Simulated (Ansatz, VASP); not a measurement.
# EuCd2P2: VASP beside Ansatz

Wanted: the spread between two codes on one cell, functional and k mesh.

Method: plane waves, with VASP 6.6.1 beside it; relaxation of cell and atoms at r2SCAN, DFT+U, in Ansatz 0.2.0.

## 1. The structure

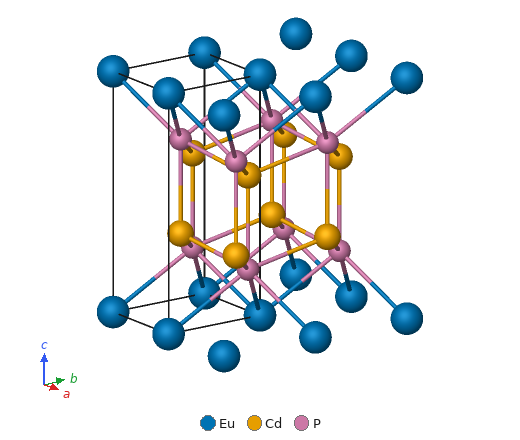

Start, viewed slightly off an axis; europium blue, cadmium orange, phosphorus pink. 2×2×1 cells are drawn. Bonds to atoms that aren't drawn are left out. Some periodic images of atoms are drawn too.

## 2. Ansatz: relaxation of cell and atoms, r2SCAN, DFT+U

Ansatz runs on its default PAW (the set named soft_2) files.

The relaxed volume is the usual yardstick between codes: its relative difference is about their pressure difference at one cell divided by the bulk modulus.

Contents of input.yaml:

```yaml
crystal:
  lattice:
    - [4.3397285508, 0.0, 0.0]
    - [-2.1698642754, 3.7583151705, 0.0]
    - [0.0, 0.0, 7.13261692]
  atoms:
    - { symbol: Eu, position: [0.0, 0.0, 0.0], spin: 7.0 }
    - { symbol: Cd, position: [0.66666667, 0.33333333, 0.36159118] }
    - { symbol: Cd, position: [0.33333333, 0.66666667, 0.63840882] }
    - { symbol: P, position: [0.66666667, 0.33333333, 0.75297234] }
    - { symbol: P, position: [0.33333333, 0.66666667, 0.24702766] }
hamiltonian:
  xc: r2scan
  pseudopotentials: { kind: paw }
  hubbard: { sites: [{ species: Eu, l: f, u_eff: 5.0 }] }
magnetization:
  spin_polarized: true
kpoints:
  mp_grid: { grid: [7, 7, 4] }
scf:
  occupations: { method: gaussian, width: 0.05 }
relax:
  f_tol: 0.01
  max_steps: 60
  cell: { stress_tol: 0.05 }
output:
  forces: true
  stress: true
```

Command:

```sh
ansatz run input.yaml --threads 4 --pin off --max-ram 9216MiB --backend cpu --events-out ev --progress --plain --runs-dir out
```

Numbers of over 12 decimals in the logs are rounded to 6 here.

Log:

```text
Eu: projections on atomic orbitals take those of the free atom [Kr 4d10] 4f7 5s2 5p6 5d0 6s2, of charge +0.00 (hamiltonian.pseudopotentials.projection_atoms); the dataset's partial waves leave at most 1.0e-3 of an orbital's norm unspanned inside its sphere
Cd: projections on atomic orbitals take those of the free atom [Ar 3d10] 4s2 4p6 4d10 5s2, of charge +0.00 (hamiltonian.pseudopotentials.projection_atoms); the dataset's partial waves leave at most 1.3e-5 of an orbital's norm unspanned inside its sphere
P: projections on atomic orbitals take those of the free atom [Ne] 3s2 3p3, of charge +0.00 (hamiltonian.pseudopotentials.projection_atoms); the dataset's partial waves leave at most 1.0e-7 of an orbital's norm unspanned inside its sphere
Engine: ansatz 0.2.0, x86_64-unknown-linux-gnu
Pseudopotentials: kind: paw
Pseudopotential: Eu, paw, valence charge 17, recommended cutoff 500 eV (meta_gga), Eu.paw.azcp
Pseudopotential: Cd, paw, valence charge 20, recommended cutoff 500 eV (meta_gga), Cd.paw.azcp
Pseudopotential: P, paw, valence charge 5, recommended cutoff 500 eV (meta_gga), P.paw.azcp
Functional definition: r2SCAN
  parameter k0 = 0.174
  parameter k1 = 0.065
  parameter a1 = 4.9479
  exchange = r2scan_x(k0 = k0, k1 = k1, a1 = a1)
  correlation = r2scan_c
Crystal: 5 atoms, lattice volume = 116.333 Å³
Basis set: ecut = 500 eV, 2925 PW (Γ), exchange–correlation on 128×128×216 points (64 copies of the dense FFT grid, shifted against one another)
Bands: 45, of which v1, the nominal top of the filled ones, is band 34 counted from 1 (33 counted from 0)
Symmetry: 12 space group operations
Space group: P-3m1 (ITA 164), of the structure as read, at distance tolerance 4.9e-5 Å
Magnetic group: BNS 164.85 (UNI 1315), of the structure as read, at distance tolerance 4.9e-5 Å
k-points: 28 of 196
Non-local potential: Eu, projectors of the file, l = 0: 3, l = 1: 2, l = 2: 2, l = 3: 3
Non-local potential: Cd, projectors of the file, l = 0: 3, l = 1: 2, l = 2: 2, l = 3: 1
Non-local potential: P, projectors of the file, l = 0: 2, l = 1: 2, l = 2: 2
PAW form: soft (Blöchl's): semilocal exchange-correlation on the pseudo side does not see the compensation charge
PAW frozen core: Eu, regenerated for the run's functional (the file was generated under x = pbe(κ = 0.804, μ = 0.219515), c = pbe(β = 0.066725))
PAW frozen core: Cd, regenerated for the run's functional (the file was generated under x = pbe(κ = 0.804, μ = 0.219515), c = pbe(β = 0.066725))
PAW frozen core: P, regenerated for the run's functional (the file was generated under x = pbe(κ = 0.804, μ = 0.219515), c = pbe(β = 0.066725))
PAW one-centre angular grid: Eu, 2702 points (default); XC on 160 Gauss nodes
PAW one-centre angular grid: Cd, 590 points (default); XC on 160 Gauss nodes
PAW one-centre angular grid: P, 302 points (default); XC on 160 Gauss nodes
Initial density: superposition of atomic densities (chi_scale 0.1, normalization cell)
Starting moments: Σ|m| = 7 μB on 1 of 5 sites
Initial wavefunctions: pseudopotential atomic-orbital guess
Functional: x = r2scan, c = r2scan; τ floored in thin density (d = 2e-4 eV/Å³)
SCF iter   1: F=—  HF=-26836.066308 eV  |F-HF|=—  |Δ(HF+E_count)|=         —  Δρ=1.91e-1 (↑1.91e-1 ↓1.46e-1)  dr2=9.40e0  dr2_τ=3.32e-1  dr2_m=2.99e1  M=7.000 μB ∫|m|=7.600 μB  β_m=1.00  ethr=3.10e-3  ⟨swp⟩=6.7  Hψ=9352  notcnv=0  defer=1
preconditioner: auto → Resta (q_TF=auto, 2.489 Å⁻¹)  ε∞=5.4  [insulator: Δε(μ)=0.847 eV  Ē_g=11.495 eV  σ=0.050 eV  W_gap=1.00  n_scr=34 (ndim 8)  ℏωp=24.1 eV  f_vac=0.010  D(μ)=0.00/eV (n_scr^D=0)  ε∞_Penn≈5.4]
spin=Collinear: Resta preconditioning applied to the charge; magnetization (m = ρ↑ − ρ↓) channel mixes plain (no charge-response kernel on spin).
SCF iter   2: F=—  HF=-26827.449601 eV  |F-HF|=—  |Δ(HF+E_count)|=    8.62e0  Δρ=3.96e-2 (↑3.96e-2 ↓2.07e-2)  dr2=3.20e0  dr2_τ=6.52e-2  dr2_m=7.15e-1  M=7.000 μB ∫|m|=7.357 μB  β_m=1.00  ethr=3.10e-3  ⟨swp⟩=3.4  Hψ=5808  notcnv=0  defer=261  κ⁻¹=1.0e0(r=1)
SCF iter   3: F=—  HF=-26830.000314 eV  |F-HF|=—  |Δ(HF+E_count)|=    2.55e0  Δρ=7.76e-3 (↑7.76e-3 ↓6.67e-3)  dr2=2.81e-1  dr2_τ=5.44e-3  dr2_m=2.67e-3  M=7.000 μB ∫|m|=7.257 μB  β_m=1.00  ethr=3.10e-3  ⟨swp⟩=4.6  Hψ=4583  notcnv=0  defer=250  κ⁻¹=1.8e-2(r=2)
SCF iter   4: F=—  HF=-26833.872394 eV  |F-HF|=—  |Δ(HF+E_count)|=    3.87e0  Δρ=4.30e-3 (↑3.71e-3 ↓4.30e-3)  dr2=6.81e-2  dr2_τ=4.08e-3  dr2_m=2.77e-3  M=7.000 μB ∫|m|=7.244 μB  β_m=1.00  ethr=4.19e-4  ⟨swp⟩=3.4  Hψ=5261  notcnv=0  defer=232  κ⁻¹=1.0e-3(r=3)
SCF iter   5: F=—  HF=-26836.422052 eV  |F-HF|=—  |Δ(HF+E_count)|=    2.55e0  Δρ=3.15e-3 (↑2.99e-3 ↓3.15e-3)  dr2=1.85e-2  dr2_τ=2.40e-3  dr2_m=6.62e-3  M=7.000 μB ∫|m|=7.223 μB  β_m=1.20  ethr=1.02e-4  ⟨swp⟩=3.0  Hψ=4417  notcnv=0  defer=232
Mixer restart at iter 5: flushing history
spin-set hold released at iteration 5 (site moments contracting): the magnetisation degrees of freedom join the quasi-Newton model from the next iteration; the mixer history was flushed
[...]
SCF iter  11: F=-26838.525301 eV  HF=-26838.525526 eV  |F-HF|=2.25e-4  |Δ(HF+E_count)|=   1.62e-4  Δρ=6.18e-5 (↑5.30e-5 ↓6.18e-5)  dr2=1.32e-5  dr2_τ=4.50e-7  dr2_m=5.49e-7  M=7.000 μB ∫|m|=7.200 μB  β_m=1.20  ethr=1.25e-7  ⟨swp⟩=2.0  Hψ=3976  notcnv=0  defer=219  κ⁻¹=6.3e-4(r=6)
SCF iter  12: F=-26838.525333 eV  HF=-26838.525256 eV  |F-HF|=7.67e-5  |Δ(HF+E_count)|=   2.69e-4  Δρ=3.85e-5 (↑3.85e-5 ↓3.43e-5)  dr2=5.57e-6  dr2_τ=1.04e-7  dr2_m=2.64e-8  M=7.000 μB ∫|m|=7.200 μB  β_m=1.20  ethr=1.97e-8  ⟨swp⟩=3.0  Hψ=3937  notcnv=0  defer=219  κ⁻¹=9.4e-5(r=7)
SCF iter  13: F=-26838.525338 eV  HF=-26838.525304 eV  |F-HF|=3.44e-5  |Δ(HF+E_count)|=   4.74e-5  Δρ=3.21e-5 (↑3.21e-5 ↓1.74e-5)  dr2=2.46e-6  dr2_τ=2.27e-8  dr2_m=8.61e-8  M=7.000 μB ∫|m|=7.200 μB  β_m=1.20  ethr=8.31e-9  ⟨swp⟩=3.0  Hψ=3954  notcnv=0  defer=219  κ⁻¹=1.0e-5(r=8)
SCF iter  14: F=-26838.525340 eV  HF=-26838.525333 eV  |F-HF|=7.05e-6  |Δ(HF+E_count)|=   2.95e-5  Δρ=1.76e-5 (↑1.76e-5 ↓8.02e-6)  dr2=7.45e-7  dr2_τ=5.79e-9  dr2_m=3.64e-8  M=7.000 μB ∫|m|=7.200 μB  β_m=1.20  ethr=3.67e-9  ⟨swp⟩=2.0  Hψ=3483  notcnv=0  defer=219  κ⁻¹=1.1e-5(r=8)
SCF iter  15: F=-26838.525341 eV  HF=-26838.525340 eV  |F-HF|=1.10e-6  |Δ(HF+E_count)|=   6.57e-6  Δρ=4.52e-6 (↑3.12e-6 ↓4.52e-6)  dr2=4.16e-8  dr2_τ=2.27e-9  dr2_m=3.52e-9  M=7.000 μB ∫|m|=7.200 μB  β_m=1.20  ethr=1.49e-10  ⟨swp⟩=2.3  Hψ=7696  notcnv=0  κ⁻¹=5.5e-6(r=8)
SCF iter  16: F=-26838.525341 eV  HF=-26838.525341 eV  |F-HF|=4.63e-8  |Δ(HF+E_count)|=   1.22e-6  Δρ=2.39e-6 (↑2.13e-6 ↓2.39e-6)  dr2=1.98e-8  dr2_τ=2.39e-10  dr2_m=1.36e-10  M=7.000 μB ∫|m|=7.200 μB  β_m=1.20  ethr=6.21e-11  ⟨swp⟩=3.4  Hψ=5901  notcnv=0  κ⁻¹=1.7e-5(r=8)
SCF iter  17: F=-26838.525341 eV  HF=-26838.525341 eV  |F-HF|=1.42e-7  |Δ(HF+E_count)|=   9.76e-8  Δρ=1.81e-6 (↑1.81e-6 ↓1.04e-6)  dr2=3.57e-9  dr2_τ=3.43e-10  dr2_m=9.27e-10  M=7.000 μB ∫|m|=7.200 μB  β_m=1.20  ethr=2.95e-11  ⟨swp⟩=3.4  Hψ=6148  notcnv=0  κ⁻¹=2.7e-6(r=8)
SCF iter  18: F=-26838.525341 eV  HF=-26838.525341 eV  |F-HF|=1.22e-7  |Δ(HF+E_count)|=   2.75e-8  Δρ=9.79e-7 (↑9.79e-7 ↓5.60e-7)  dr2=1.14e-9  dr2_τ=1.62e-10  dr2_m=2.92e-10  M=7.000 μB ∫|m|=7.200 μB  β_m=1.20  ethr=5.33e-12  ⟨swp⟩=3.0  Hψ=5637  notcnv=0  κ⁻¹=6.7e-6(r=8)
SCF iter  19: F=-26838.525341 eV  HF=-26838.525341 eV  |F-HF|=3.95e-8  |Δ(HF+E_count)|=   9.09e-8  Δρ=2.87e-7 (↑2.39e-7 ↓2.87e-7)  dr2=2.76e-10  dr2_τ=2.98e-11  dr2_m=1.89e-11  M=7.000 μB ∫|m|=7.200 μB  ethr=1.70e-12  ⟨swp⟩=3.5  Hψ=6275  notcnv=0
SCF 1 converged in 19 iterations: F = -26838.525341 eV  dr2 = 2.76e-10
a single-point calculation of the run's input, under the relaxation's own `scf.mixing.negative_modes` where the relaxation goes by `scf.lower_state_search: light` itself or types `scf.max_iter`, was made at the relaxed geometry, from the atoms, in 19 SCF iterations in all. It converged +0.0 meV from the relaxation's final energy, with moments (6.91, 0.00, 0.00, -0.03, -0.03 Bohr magnetons, atom by atom), which does not count as lower, and the relaxation's result stands. No further magnetic order was relaxed to its end, and one can end lower (see `relax.adjacent_minimum`). Of the state that the single point found these notices stand: [rest of the remark cut]
SCF converged after 8 iterations
Stability not checked: this state was not tested for a lower state beside it, because the mixer in use, unlike msr1, does not test its closes by its own steps (another_mixer; see scf.mixing.algorithm and scf.lower_state_search)
Magnetization: 7.0000 μB (37.0000 up, 30.0000 down)
Absolute magnetization: 7.2016 μB (∫|ρ↑−ρ↓|, with the PAW one-centre terms)
Spin contamination: 0.0163 ħ² per cell (⟨S²⟩ above its minimum at these occupations)
Per-site moments (μB) at R_I (Å): [(6.912395, 1.272939), (-0.00458557, 1.086754), (-0.00458557, 1.086754), (-0.031275, 1.086754), (-0.031275, 1.086754)]
Free energy (F): -26838.525341 eV
Harris-Foulkes:  -26838.525341 eV  (|F-HF|=1.09e-11)
Internal energy: -26838.525341 eV  (E = F + TS)
E sigma→0 (E₀):  -26838.525341 eV
Fermi energy:    11.071063 eV
--- Per-component energies (eV) ---
  E_band       = -961.422683
  E_kinetic    = 1500.111712
  E_local      = -9543.195324  (includes V_loc(G=0)·N_el)
  E_nonlocal   = 614.348451
  E_hartree    = 4320.382010
  E_xc         = -624.966501
  E_vxc        = -847.861594  (∫ρ·V_xc dr)
  E_hubbard    = 0.101770  (on-site DFT+U / exact-exchange correction)
  E_vhub       = -17.264591  (the Hubbard potential's part of the band-sum identity)
  E_paw        = -15773.550786  (= ΣΔE_a)
  E_vpaw       = -1361.728761  (= ΣTr[D̂ρ^β])
  E_aug_tail   = 0.000013  (compensation charges beyond the density's cutoff)
  E_vtau       = 53.403246  (kinetic-family band-sum trace: ∫τ·v_τ [+ j·A + Jᵃ·Aᵃ] dr)
  E_ewald      = -7330.726204
  E_core_change = -1.030482  (= ΣΔE_core)
  E_smearing   = -0.000000  (= −TS)
  E_closure    = 0.000000  (closes the sum)
  Σ components = -26838.525341   (vs F -26838.525341, Δ=0.00e0)
--- Forces (eV/Å), atoms counted from 1 ---
  atom   1  Eu     0.00000000     0.00000000     0.00000000
  atom   2  Cd     0.00000000     0.00000000    -0.00075428
  atom   3  Cd     0.00000000    -0.00000000     0.00075428
  atom   4  P      0.00000000     0.00000000     0.00117911
  atom   5  P     -0.00000000    -0.00000000    -0.00117911
  max |Σ_I F_I| component: 0.00e0 eV/Å
--- Stress (GPa, compression-positive) ---
       -0.005660       0.000000       0.000000
        0.000000      -0.005660       0.000000
        0.000000       0.000000       0.031829
  P = ⅓ Tr σ = 0.0068 GPa (0.068 kbar)
--- Relaxed structure (3 steps of the walk, 3 accepted, 1 SCFs on fresh bases) ---
  F+E_penalty+E_count = -26838.52534098 eV   max|allowed force component| = 1.179e-3 eV/Å   (the final SCF, on the basis selected at the relaxed cell)
  cell:  # Å, volume = 117.4093 Å³
    - [4.341781, 0.0, 0.0]
    - [-2.170891, 3.760093, 0]
    - [0.0, 0, 7.191771]
  atoms:
    - { symbol: Eu, position: [0, 0, 0] }
    - { symbol: Cd, position: [0.666667, 0.333333, 0.362977] }
    - { symbol: Cd, position: [0.333333, 0.666667, 0.637023] }
    - { symbol: P, position: [0.666667, 0.333333, 0.749746] }
    - { symbol: P, position: [0.333333, 0.666667, 0.250254] }
```

Run time: 50 s. Hardware: 4 threads of Intel Xeon Platinum 8375C at 2.90GHz (Ice Lake), shared host; peak memory 1.1 GiB.

(Part 1 of 2 ends here.)

[Lines on the potential files, build, host, timing and source positions are cut from VASP's logs without a mark.]

[Logs are printed without paths, hosts, clocks, repeated set-up lines and the standing remarks that a program may print on its own settings, such as how far it seeks lower states.]

[Hosts, paths, dates, database ids (printed as entryN), source tags and the programs' standing remarks are cut or masked in the printed files.]
